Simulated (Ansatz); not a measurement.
The calculation's input:

```
crystal:
  periodic: [false, false, false]
  atoms:
    - {symbol: C, position_ang: [-1.767566, 1.920702, -0.521794]}
    - {symbol: Al, position_ang: [1.182709, 1.597809, -0.127439]}
    - {symbol: Cl, position_ang: [2.052060, -0.376584, 0.024332]}
    - {symbol: N, position_ang: [-0.788072, 0.896973, -0.387068]}
    - {symbol: H, position_ang: [-2.062759, 2.436922, 0.392184]}
    - {symbol: H, position_ang: [-1.812868, 2.428680, -1.485602]}
    - {symbol: H, position_ang: [-0.741094, 0.286162, -1.208011]}
    - {symbol: H, position_ang: [-0.957517, 0.293110, 0.422830]}
    - {symbol: H, position_ang: [1.033255, 2.383869, 1.242456]}
    - {symbol: H, position_ang: [1.410358, 2.338580, -1.511837]}
basis:
  gaussian:
    orbitals: def2-TZVPD
magnetization:
  spin_polarized: true
  initial_magnetization: 1
hamiltonian:
  xc: pbe0
output: {forces: true, orbitals: {seedname: orbitals}}
```

Launched as:

```sh
ansatz run input.yaml --threads 2 --pin off --max-ram 4350MiB --events-out events.jsonl --progress --plain --runs-dir runs
```

Geometry: B3LYP-D3(BJ)/def2-SVP.

Method: isolated molecule in a Gaussian basis; Kohn-Sham density functional theory, functional PBE0 in Ansatz 0.2.0.

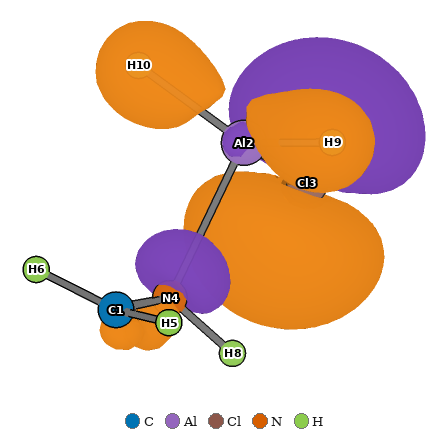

CH6AlClN (doublet). The HOMO−1 (β) at ±0.1 Å⁻³ᐟ² (orange and purple are the two phases), seen at an oblique angle.

**Describe this orbital and give its energy.**

Its weight (Hirshfeld) is mainly on Cl3 (about 80 %) and Al2 (about 10 %); largely a lone pair of Cl3. Its energy is −8.52 eV.
